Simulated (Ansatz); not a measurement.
# Calculations on C2H9NSSi2

## 1. Relaxation

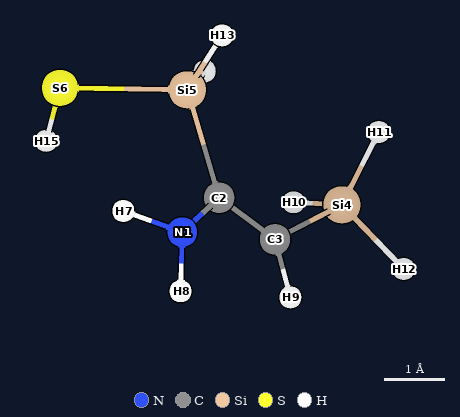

C₂H₉NSSi₂, before the relaxation. A ball-and-stick model, seen at a tilt.

The run prepares an end point of a later path (torsion) calculation, from a guessed geometry.

These are results of Ansatz, RKS revPBE-D4/STO-3G, not measurements.

Input file:
```yaml
crystal:
  periodic: [false, false, false]
  atoms:
    - { symbol: "N", position_ang: [-1.2567, 1.0863, 1.2137] }
    - { symbol: C, position_ang: [-0.3881, 0.3129, 0.5441] }
    - { symbol: C, position_ang: [-0.5999, -1.0187, 0.5073] }
    - { symbol: Si, position_ang: [0.5033, -2.3624, -0.2256] }
    - { symbol: Si, position_ang: [1.1087, 1.2263, -0.297] }
    - { symbol: S, position_ang: [0.2704, 3.0581, -1.0979] }
    - { symbol: H, position_ang: [-1.3366, 2.0849, 0.8372] }
    - { symbol: H, position_ang: [-2.1841, 0.7295, 1.3265] }
    - { symbol: H, position_ang: [-1.429, -1.4178, 1.0706] }
    - { symbol: H, position_ang: [0.3338, -2.3012, -1.6769] }
    - { symbol: H, position_ang: [1.8419, -2.2258, 0.1939] }
    - { symbol: H, position_ang: [-0.0639, -3.6776, 0.2574] }
    - { symbol: H, position_ang: [2.0891, 1.5947, 0.7169] }
    - { symbol: H, position_ang: [1.6371, 0.4455, -1.3815] }
    - { symbol: H, position_ang: [-0.548, 2.4146, -1.9593] }
basis:
  gaussian: { orbitals: STO-3G }
hamiltonian:
  xc: revpbe
  dispersion: d4
relax:
  f_tol: 0.015
  max_steps: 40
```

Run as
```bash
ansatz run input.yaml --threads 1 --pin off --max-ram 2048MiB --backend cpu --events-out ev --progress --plain --runs-dir out
```

Where does the relaxation end?

H12 moves most after the best rigid fit: 0.50 Å. By element the largest moves are H 0.50 Å, S 0.41 Å, N 0.13 Å, Si 0.12 Å, C 0.10 Å. Some distances before and after: N1–C2 1.342 → 1.451 Å, N1–H8 1.000 → 1.060 Å, Si4–H12 1.512 → 1.458 Å, C2–Si5 1.945 → 1.893 Å. Among the angles between lasting bonds that change: C2–N1–H7 114.2° → 107.7°, N1–C2–Si5 116.3° → 109.8°, H10–Si4–H11 113.7° → 107.4°. The energy falls by 66.5 kJ/mol in 22 accepted moves (23 points after the start). Largest force component: 5.6 eV/Å at the start, 0.0061 eV/Å at the end. The line search rejected the trial step at point 6 of the run.

Step by step:

```tsv
step	E − E(0), kJ/mol	largest force component, eV/Å	note
0	0.00	5.5974	
1	-51.34	0.9145	
2	-55.14	0.6484	
3	-63.83	0.3206	
4	-65.14	0.1893	
5	-65.49	0.2123	
6	-62.01	0.3474	rejected
7	-66.04	0.0485	
8	-66.07	0.0992	
9	-66.24	0.0413	
10	-66.27	0.0610	
11	-66.32	0.0762	
12	-66.36	0.0434	
13	-66.37	0.0452	
14	-66.41	0.0280	
15	-66.45	0.0413	
16	-66.47	0.0381	
17	-66.50	0.0331	
18	-66.51	0.0392	
19	-66.53	0.0324	
20	-66.54	0.0099	
21	-66.54	0.0051	
22	-66.54	0.0162	
23	-66.55	0.0061
```

The structure at the end:

```xyz
15

N    -1.3042    1.1974    1.1640
C    -0.4387    0.2414    0.4994
C    -0.6460   -1.1073    0.5205
Si    0.5040   -2.3909   -0.1723
Si    1.0260    1.1440   -0.2903
S     0.2597    3.1140   -0.6945
H    -1.2253    2.1333    0.6344
H    -2.3140    0.8746    1.1718
H    -1.5717   -1.4668    1.0075
H     0.2422   -2.6480   -1.5873
H     1.8922   -1.9588   -0.0567
H     0.3418   -3.6493    0.5452
H     2.1553    1.2836    0.6223
H     1.4635    0.4786   -1.5138
H    -0.4068    2.7037   -1.8208
```

After the run, drawn alike:

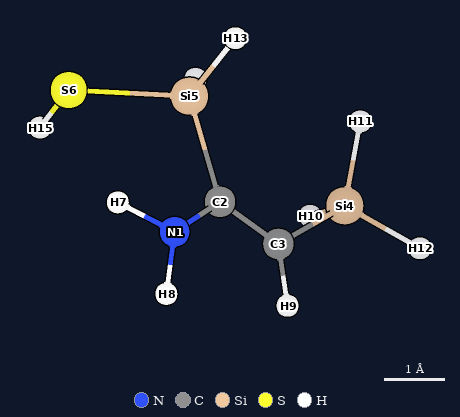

Limits of the set-up: STO-3G is a minimal basis, so the numbers are rough.

## 2. Relaxation

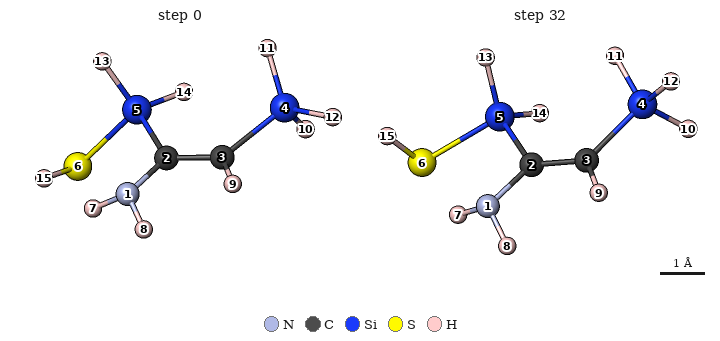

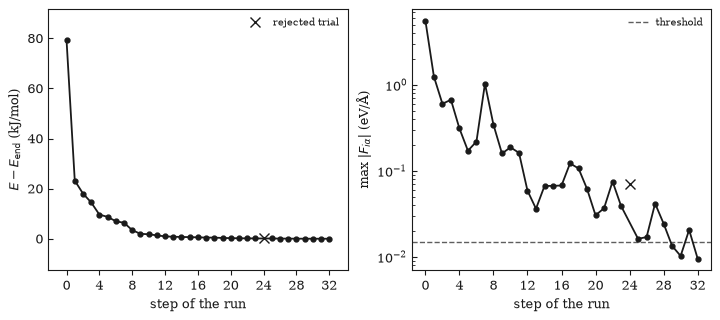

First and last geometry of a relaxation of C2H9NSSi2, with the history of the run. The picture is a ball-and-stick view, seen from a free direction.

The run prepares an end point of a later path (torsion) calculation, from a guessed geometry.

Method: RKS revPBE-D4/STO-3G in Ansatz. Settings: no spin polarisation; force threshold 0.015 eV/Å; at most 40 steps.

Q: Read the history and describe the run.

A: It converged. Over 31 accepted moves (32 points after the start) the energy falls by 79.1 kJ/mol. The largest force component goes from 5.6 to 0.0096 eV/Å. The line search rejected the trial step at point 24 of the run. H15 moves most after the best rigid fit: 1.10 Å. By element the largest moves are H 1.10 Å, S 0.62 Å, N 0.32 Å, C 0.20 Å, Si 0.18 Å. Near-neighbour distances that change, for instance: N1–C2 1.342 → 1.451 Å, N1–H8 1.000 → 1.060 Å, Si4–H12 1.512 → 1.459 Å, C2–Si5 1.945 → 1.896 Å. Among the angles between lasting bonds that change: C2–N1–H7 114.2° → 107.6°, N1–C2–Si5 116.3° → 110.3°, H10–Si4–H11 113.7° → 107.9°. Groups turn about C3–Si4 by about 35°, Si5–S6 by about 30°, C2–Si5 by about 25°.

Limits of the set-up: STO-3G is a minimal basis, so the numbers are rough.

## 3. Path

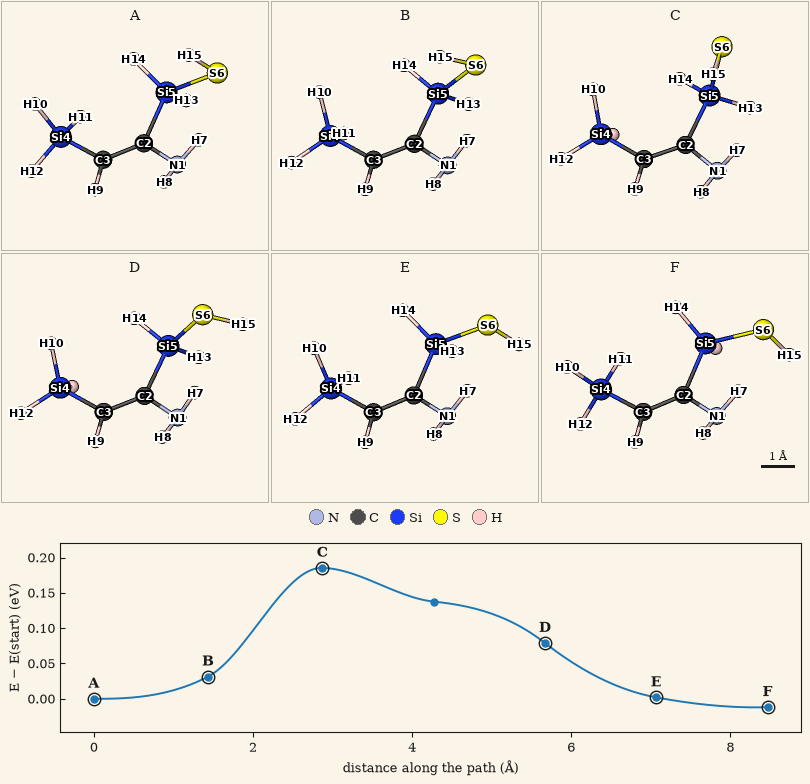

NEB run on C2H9NSSi2. Images are numbered from 0 (start) to 6 (end). Frames A to F are images 0, 1, 2, 4, 5, 6. Style: ball-and-stick. Shown at a tilt.

Level of theory: Ansatz, RKS revPBE-D4/STO-3G. Run with 5 movable images; climbing image; force threshold 0.05 eV/Å; iteration limit 60; starting path through a guess of the saddle point.

**Describe the mechanism and the energy profile.**

The motion is a rotation about the Si5–S6 bond by about 165°. No bond forms or breaks between the ends. Bond angles that change up to the highest image, for instance: C2–Si5–S6 103.8° → 109.5°, H7–N1–H8 109.7° → 105.4°. The highest point, image 2, lies 0.185 eV above the start and 0.197 eV above the end; the end is at −0.012 eV relative to the start. The band converged in 33 iterations, with a climbing image at the top. At the top, the vibrational analysis gives one imaginary mode (197i cm⁻¹), as a transition state must have.

Limits of the set-up: STO-3G is a minimal basis, so the numbers are rough.
